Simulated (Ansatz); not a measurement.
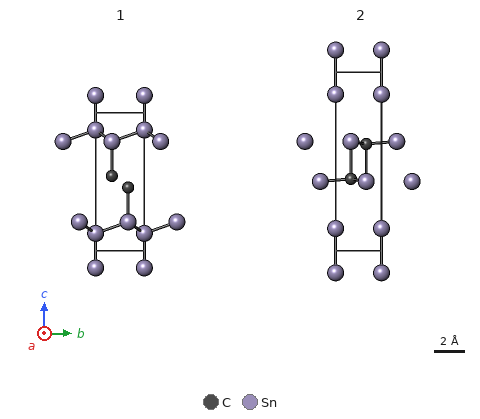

Two geometries of crystalline Sn2C (a generated structure, set up in P-3m1), drawn at one scale. One is the start of a relaxation, the other its converged end. The picture is a ball-and-stick view of the cell of the calculation, seen along the a axis.

The calculation used Ansatz 0.2.0, DFT, PBE, plane waves, PAW. Set-up: plane-wave cutoff 420 eV; k-point mesh 12 × 12 × 4; occupations fermi dirac; smearing width 0.02 eV; no spin polarisation; cell and atoms relaxed; force threshold 0.005 eV/Å.

Which geometry has the lower energy?

Answer. Structure 2 is the relaxed one. Over 20 accepted moves (24 points after the start) the energy falls by 1992 meV per atom. Largest force component: 7.6 eV/Å at the start, 0.00079 eV/Å at the end. The pressure goes from 40.53 to 0.01 GPa. The line search rejected the trial step at point 19 of the run. At 3 points the geometry stayed and the basis and grid were re-selected for the new cell (energy shift of 17.1 meV per atom at most each time). The largest moves relative to the cell, 2.19 Å, are those of Sn atoms. By element the largest moves are Sn 2.19 Å, C 1.70 Å. The volume changes by +14.6 %, with a = b 3.854 → 3.627 Å (−5.9 %), c 9.440 → 12.216 Å (+29.4 %). Among the contacts that change: C–Sn 3.854 → 2.102 Å, Sn–Sn 2.360 → 3.843 Å, Sn–Sn 2.360 → 3.032 Å, C–Sn 2.360 → 2.565 Å. New bonds form, among them: C–Sn (3.85 → 2.10 Å). Bonds break, among them: Sn–Sn (2.36 → 3.84 Å). The space group stays P-3m1 (No. 164).
